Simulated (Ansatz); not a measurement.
Computed with PBE (plane waves to 420 eV, PAW; Ansatz, an electronic-structure program).

Host crystal: anatase TiO2, with a band gap (PBE, scalar-relativistic without spin-orbit coupling).

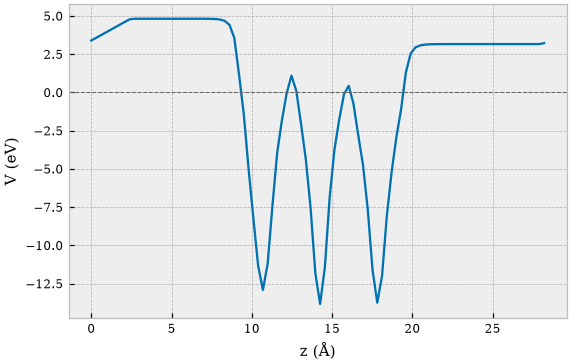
*Plane-averaged electrostatic potential energy along the normal, in eV from the Fermi level, for Li on the 1x1 (101) surface of anatase TiO2 (cut with top plane O), one in a 2x1 cell, started at the site 'over Ti at depth 0.9 Å'*

Set-up: 37 atoms, 9.4 Å thick at the start under the adsorbate (thin: gaps and levels are the slab's own); mesh 3x4x1; 0.01 eV smearing; dipole correction on; 14 atoms held, the rest relaxed; no symmetry held; spin-polarised, ending with about 0.5 μB a cell, a value that depends on the mesh; orders that need a larger cell were not tried, no spin-orbit, no U, no dispersion correction. The slab shows no gap over 0.04 eV on its mesh. At the end it is bonded to 3 O + 4 Ti. In PBE it is, or lies within 0.03 eV of, the lowest of the starts that converged.

The surface cell has an area of 39.58 Å². What dipole along the normal does the step between the two vacuum levels imply?

the top vacuum level lies 1.66 eV below the bottom one; p = −ε₀ A ΔV (ε₀ = 0.005526 e/(V·Å)) gives 0.36 e·Å a cell.
